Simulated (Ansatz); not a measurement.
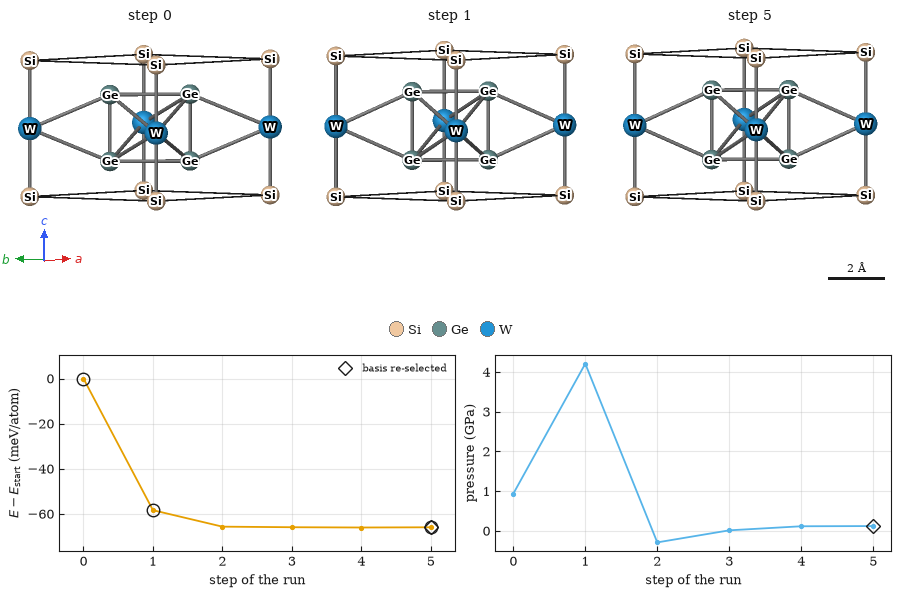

Frames of a relaxation of crystalline SiGe4W (a generated structure, set up in P6/mmm) (coarse preliminary run), marked on the history of the run. Style: ball-and-stick. Shown: the cell of the calculation, from a free direction.

Level of theory: Ansatz 0.2.0, DFT PBE, scalar-relativistic, plane waves, PAW. Settings: plane-wave cutoff 420 eV; k-point mesh 6 × 6 × 4; occupations gaussian; smearing width 0.1 eV; no spin polarisation; cell and atoms relaxed; force threshold 0.04 eV/Å; at most 70 steps.

### What happens along the run?

Over 4 accepted moves (5 points after the start) the energy falls by 65.9 meV per atom. The largest force component goes from 0.17 to 0.011 eV/Å. Pressure: 0.94 GPa at the start and 0.12 GPa at the end. At 1 point the geometry stayed and the basis and grid were re-selected for the new cell (energy shift of 0.1 meV per atom at most each time). The largest moves relative to the cell, 0.014 Å, are those of Ge atoms. Si and W stay in place. The drawn cell changes as follows: a = b 4.997 → 4.799 Å (−4.0 %), c 4.893 → 5.137 Å (+5.0 %); the volume changes by −3.2 %. Near-neighbour distances that change, for instance: Ge–Ge 2.490 → 2.641 Å, Si–W 2.446 → 2.568 Å, Ge–Ge 2.885 → 2.771 Å, Ge–Ge 2.403 → 2.496 Å. The space group stays P6/mmm (No. 191). From step 0 to 1: volume −6.4 %, energy −58.4 meV per atom. From step 1 to 5: volume +3.4 %, energy −7.6 meV per atom.
